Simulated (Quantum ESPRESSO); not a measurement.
# CrIrO4: parallel and opposed starts

Wanted: the moments of CrIrO4 and the energy of each order that was tried.

Main program and level: Quantum ESPRESSO 7.5; LDA; plane waves with GBRV 1.5 LDA potentials, no spin-orbit coupling.

## Step 1: The structure

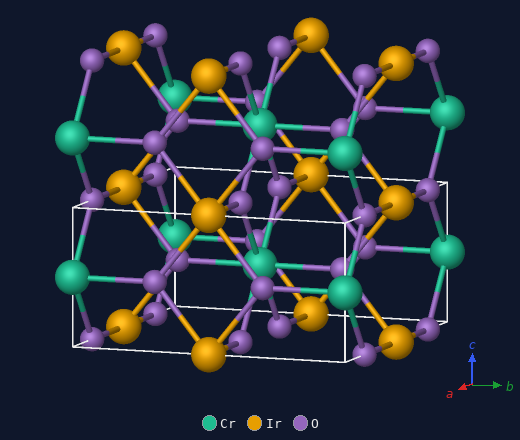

Start, viewed slightly off an axis; chromium teal, iridium orange, oxygen purple. 1×1×2 cells are drawn. This picture shows the conventional cell, with its axes. Some periodic images of atoms are drawn too.

The cell comes from Materials Project 2023-11-01, a database of computed structures, and need not be the stable phase.

## Step 2: Run 1, typed as ferro ++

The signs are those of the starting moments on the seeded atoms, the atoms that are given a moment.

ASE passes magmoms on as starting_magnetization. pw.x reads values of 1 or more as Bohr magnetons; where all are smaller, it reads them as fractions of the valence charge.

Contents of pw.py:

```python
from ase import Atoms
from ase.calculators.espresso import Espresso, EspressoProfile

atoms = Atoms(['Cr', 'Ir', 'O', 'O', 'O', 'O'],
    cell=[[3.15127602, -3.16799643, 0.0],
         [3.15127602, 3.16799643, 0.0],
         [0.0, 0.0, 3.06507497]],
    scaled_positions=[[0.0, 0.0, 0.5],
         [0.5, 0.5, 0.0],
         [0.80924638, 0.80924638, 0.0],
         [0.69826365, 0.30173635, 0.5],
         [0.19075362, 0.19075362, 0.0],
         [0.30173635, 0.69826365, 0.5]],
    pbc=True,
    magmoms=[3.0, 1.0, 0.0, 0.0, 0.0, 0.0])
input_data = {
    'control': {'calculation': 'scf', 'prefix': 'pwscf', 'outdir': './tmp', 'disk_io': 'nowf', 'tprnfor': True, 'tstress': True},
    'system': {'ecutwfc': 40.0, 'ecutrho': 280.0, 'nbnd': 39, 'occupations': 'smearing', 'smearing': 'fd', 'degauss': 0.00999582, 'nspin': 2},
    'electrons': {'conv_thr': 1.2e-08, 'electron_maxstep': 150, 'mixing_beta': 0.3},
}
atoms.calc = Espresso(
    profile=EspressoProfile(command='mpirun -n 2 pw.x -nk 2', pseudo_dir='pseudo'),
    pseudopotentials={'Cr': 'cr_lda_v1.5.uspp.F.UPF', 'Ir': 'ir_lda_v1.2.uspp.F.UPF', 'O': 'o_lda_v1.2.uspp.F.UPF'},
    input_data=input_data,
    kpts=(8, 8, 8),
    koffset=(0, 0, 0))
energy = atoms.get_potential_energy(force_consistent=True)
print(f'free energy: {energy:.6f} eV')
print('site moments (muB):', atoms.get_magnetic_moments().round(3))
```

Command:

```console
OMP_NUM_THREADS=1 python3 pw.py > pw.log
```

The program printed:

```text
free energy: -6619.894940 eV
site moments (muB): [ 1.672 -0.163 -0.053 -0.042 -0.053 -0.042]

--- espresso.pwo ---
Program PWSCF v.7.5 starts

Warning: card &CELL ignored
Warning: card &FCP ignored
Warning: card &RISM ignored

     Message from routine setup:
     using ibrav=0 with symmetry is DISCOURAGED, use correct ibrav instead

     K-points division:     npool     =       2
     Subspace diagonalization in iterative solution of the eigenvalue problem:

     G-vector sticks info
     --------------------
     sticks:   dense  smooth     PW     G-vecs:    dense   smooth      PW
     Sum        1589     895    293                32743    14105    2489

     Using Slab Decomposition

     bravais-lattice index     =            0
     lattice parameter (alat)  =       8.4441  a.u.
     unit-cell volume          =     412.9893 (a.u.)^3
     number of atoms/cell      =            6
     number of atomic types    =            3
     number of electrons       =        53.00
     number of Kohn-Sham states=           39
     kinetic-energy cutoff     =      40.0000  Ry
     charge density cutoff     =     280.0000  Ry
     scf convergence threshold =      1.2E-08
     mixing beta               =       0.3000
     number of iterations used =            8  plain     mixing
     Exchange-correlation= SLA  PZ   NOGX NOGC
                           (   1   1   0   0   0   0   0)

     celldm(1)=   8.444083  celldm(2)=   0.000000  celldm(3)=   0.000000
     celldm(4)=   0.000000  celldm(5)=   0.000000  celldm(6)=   0.000000

     crystal axes: (cart. coord. in units of alat)
               a(1) = (   0.705233  -0.708975   0.000000 )
               a(2) = (   0.705233   0.708975   0.000000 )
               a(3) = (   0.000000   0.000000   0.685942 )

     reciprocal axes: (cart. coord. in units 2 pi/alat)
               b(1) = (  0.708985 -0.705243  0.000000 )
               b(2) = (  0.708985  0.705243 -0.000000 )
               b(3) = ( -0.000000  0.000000  1.457849 )

     PseudoPot. # 1 for Cr read from file:
     cr_lda_v1.5.uspp.F.UPF
     Pseudo is Ultrasoft + core correction, Zval = 14.0
     Generated by new atomic code, or converted to UPF format
     Using radial grid of  857 points,  6 beta functions with:
                l(1) =   0
                l(2) =   0
                l(3) =   1
                l(4) =   1
                l(5) =   2
                l(6) =   2
     Q(r) pseudized with  8 coefficients,  rinner =    0.950   0.950   0.950
                                                       0.950   0.950

     PseudoPot. # 2 for Ir read from file:
     ir_lda_v1.2.uspp.F.UPF
     Pseudo is Ultrasoft + core correction, Zval = 15.0
     Generated by new atomic code, or converted to UPF format
     Using radial grid of  983 points,  7 beta functions with:
                l(1) =   0
                l(2) =   0
                l(3) =   1
                l(4) =   1
                l(5) =   1
                l(6) =   2
                l(7) =   2
     Q(r) pseudized with  8 coefficients,  rinner =    1.400   1.400   1.400
                                                       1.400   1.400

     PseudoPot. # 3 for O  read from file:
     o_lda_v1.2.uspp.F.UPF
     Pseudo is Ultrasoft + core correction, Zval =  6.0
     Generated by new atomic code, or converted to UPF format
     Using radial grid of  737 points,  5 beta functions with:
                l(1) =   0
                l(2) =   0
                l(3) =   1
                l(4) =   1
                l(5) =   2
     Q(r) pseudized with  8 coefficients,  rinner =    0.900   0.900   0.900
                                                       0.900   0.900

     atomic species   valence    mass     pseudopotential
     Cr               14.00    51.99610     Cr( 1.00)
     Ir               15.00   192.21700     Ir( 1.00)
     O                 6.00    15.99900     O ( 1.00)

     Starting magnetic structure
     atomic species   magnetization
     Cr              0.214
     Ir              0.067
     O               0.000

      8 Sym. Ops., with inversion, found

   Cartesian axes

     site n.     atom                  positions (alat units)
         1        Cr     tau(   1) = (   0.0000000   0.0000000   0.3429711  )
         2        Ir     tau(   2) = (   0.7052334   0.0000000   0.0000000  )
         3        O      tau(   3) = (   1.1414151  -0.0000000   0.0000000  )
         4        O      tau(   4) = (   0.7052334  -0.2811280   0.3429711  )
         5        O      tau(   5) = (   0.2690516   0.0000000   0.0000000  )
         6        O      tau(   6) = (   0.7052334   0.2811280   0.3429711  )

     number of k points=   105  Fermi-Dirac smearing, width (Ry)=  0.0100

     Number of k-points >= 100: set verbosity='high' to print them.

     Dense  grid:    32743 G-vectors     FFT dimensions: (  45,  45,  32)

     Smooth grid:    14105 G-vectors     FFT dimensions: (  36,  36,  24)

     Check: negative core charge=   -0.000004
     Generating pointlists ...
     new r_m :   0.1765 (alat units)  1.4903 (a.u.) for type    1
     new r_m :   0.1799 (alat units)  1.5193 (a.u.) for type    2
     new r_m :   0.1765 (alat units)  1.4903 (a.u.) for type    3

     Initial potential from superposition of free atoms

     starting charge      51.5000, renormalised to      53.0000

     negative rho (up, down):  1.938E-01 1.693E-01
     Starting wfcs are   38 randomized atomic wfcs +    1 random wfcs

     Self-consistent Calculation

     iteration #  1     ecut=    40.00 Ry     beta= 0.30
     Davidson diagonalization with overlap
     ethr =  1.00E-02,  avg # of iterations =  5.8

     negative rho (up, down):  1.574E-01 1.399E-01

     total energy              =    -479.20972650 Ry
     estimated scf accuracy    <      19.01904123 Ry

     total magnetization       =     1.73 Bohr mag/cell
     absolute magnetization    =     1.80 Bohr mag/cell

     iteration #  2     ecut=    40.00 Ry     beta= 0.30
     Davidson diagonalization with overlap
     ethr =  1.00E-02,  avg # of iterations =  2.8

     negative rho (up, down):  1.657E-01 1.503E-01

     total energy              =    -486.29348570 Ry
     estimated scf accuracy    <      24.79112900 Ry

     total magnetization       =     0.23 Bohr mag/cell
     absolute magnetization    =     0.26 Bohr mag/cell

     iteration #  3     ecut=    40.00 Ry     beta= 0.30
     Davidson diagonalization with overlap
     ethr =  1.00E-02,  avg # of iterations =  2.6

     negative rho (up, down):  1.666E-01 1.513E-01

     total energy              =    -486.68267132 Ry
     estimated scf accuracy    <       7.46110768 Ry

     total magnetization       =     0.50 Bohr mag/cell
     absolute magnetization    =     0.65 Bohr mag/cell

     [... further iterations left out ...]

     iteration # 15     ecut=    40.00 Ry     beta= 0.30
     Davidson diagonalization with overlap
     ethr =  1.78E-08,  avg # of iterations =  1.4

     negative rho (up, down):  1.481E-01 1.587E-01

     total energy              =    -486.55334615 Ry
     estimated scf accuracy    <       0.00000072 Ry

     total magnetization       =     1.62 Bohr mag/cell
     absolute magnetization    =     2.54 Bohr mag/cell

     iteration # 16     ecut=    40.00 Ry     beta= 0.30
     Davidson diagonalization with overlap
     ethr =  1.36E-09,  avg # of iterations =  1.4

     negative rho (up, down):  1.481E-01 1.587E-01

     total energy              =    -486.55334633 Ry
     estimated scf accuracy    <       0.00000020 Ry

     total magnetization       =     1.62 Bohr mag/cell
     absolute magnetization    =     2.55 Bohr mag/cell

     iteration # 17     ecut=    40.00 Ry     beta= 0.30
     Davidson diagonalization with overlap
     ethr =  3.73E-10,  avg # of iterations =  2.0

     negative rho (up, down):  1.481E-01 1.587E-01

     total energy              =    -486.55334638 Ry
     estimated scf accuracy    <       0.00000003 Ry

     total magnetization       =     1.62 Bohr mag/cell
     absolute magnetization    =     2.55 Bohr mag/cell

     iteration # 18     ecut=    40.00 Ry     beta= 0.30
     Davidson diagonalization with overlap
     ethr =  5.91E-11,  avg # of iterations =  2.0

     negative rho (up, down):  1.481E-01 1.587E-01

     Magnetic moment per site  (integrated on atomic sphere of radius R)
     atom   1 (R=0.176)  charge= 10.6365  magn=  1.6715
     atom   2 (R=0.180)  charge=  9.4760  magn= -0.1630
     atom   3 (R=0.176)  charge=  5.2636  magn= -0.0526
     atom   4 (R=0.176)  charge=  5.2718  magn= -0.0418
     atom   5 (R=0.176)  charge=  5.2636  magn= -0.0526
     atom   6 (R=0.176)  charge=  5.2718  magn= -0.0418

     End of self-consistent calculation

     Number of k-points >= 100: set verbosity='high' to print the bands.

     the Fermi energy is    11.9577 ev

!    total energy              =    -486.55334640 Ry
     estimated scf accuracy    <          4.6E-09 Ry
     smearing contrib. (-TS)   =      -0.01049232 Ry
     internal energy E=F+TS    =    -486.54285408 Ry

     The total energy is F=E-TS. E is the sum of the following terms:
     one-electron contribution =    -153.07091349 Ry
     hartree contribution      =     107.68910476 Ry
     xc contribution           =    -100.85329415 Ry
     ewald contribution        =    -340.30775119 Ry

     total magnetization       =     1.62 Bohr mag/cell
     absolute magnetization    =     2.55 Bohr mag/cell

     convergence has been achieved in  18 iterations

     negative rho (up, down):  1.481E-01 1.587E-01

     Forces acting on atoms (cartesian axes, Ry/au):

     atom    1 type  1   force =     0.00000000    0.00000000    0.00000000
     atom    2 type  2   force =     0.00000000    0.00000000    0.00000000
     atom    3 type  3   force =     0.01416668    0.00000000    0.00000000
     atom    4 type  3   force =    -0.00000000   -0.00128137   -0.00000000
     atom    5 type  3   force =    -0.01416668   -0.00000000    0.00000000
     atom    6 type  3   force =     0.00000000    0.00128137   -0.00000000

     Total force =     0.020116     Total SCF correction =     0.000050

     Computing stress (Cartesian axis) and pressure

     negative rho (up, down):  1.481E-01 1.587E-01
          total   stress  (Ry/bohr**3)                   (kbar)     P=     -125.69
  -0.00069102  -0.00000000   0.00000000         -101.65       -0.00        0.00
   0.00000000  -0.00081970   0.00000000            0.00     -120.58        0.00
   0.00000000   0.00000000  -0.00105247            0.00        0.00     -154.82

=------------------------------------------------------------------------------=
   JOB DONE.
=------------------------------------------------------------------------------=
```

Wall time 81 s (2 MPI ranks of AMD EPYC 9R45, shared host); peak memory 0.6 GiB; 2.7 min of CPU time.

Spin moment in the atom's sphere by atom:

| atom | spin moment in the atom's sphere (μB) |
| --- | --- |
| Cr1 | 1.67 |
| Ir2 | -0.16 |
| O3 | -0.05 |
| O4 | -0.04 |
| O5 | -0.05 |
| O6 | -0.04 |

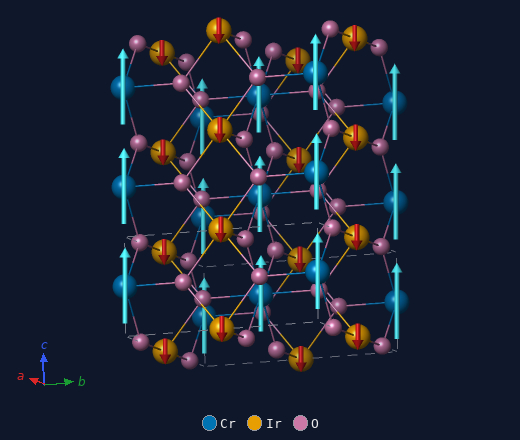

Spin moment in the atom's sphere as arrows, the longest 1.67 μB. Up and down stand for the sign. Arrows give size and sign along the axis of quantisation, drawn up and down the page. Each arrow also spans its atom, so small moments look longer than they are. The two directions have two colours. 1×1×3 conventional cells are drawn. Some periodic images of atoms are drawn too.

Read from the output:

```
smearing term TS       : 0.1428 eV
pressure               : -12.57 GPa
magnetization          : 1.623 μB
absolute magnetization : 2.549 μB
final state            : ferrimagnetic
```

The typed signs were not kept.

[end of part 1 of 2]

[Logs and program files are shortened in this print: banners, set-up blocks, solver, clock and traceback lines can be left out without a mark of their own.]

[Logs are printed without paths, hosts, clocks, repeated set-up lines and the standing remarks that a program may print on its own settings, such as how far it seeks lower states.]

[Hosts, paths, dates, database ids (printed as entryN), source tags and the programs' standing remarks are cut or masked in the printed files.]

[Where a cell is said to come from a database of computed structures, the database is the Materials Project.]
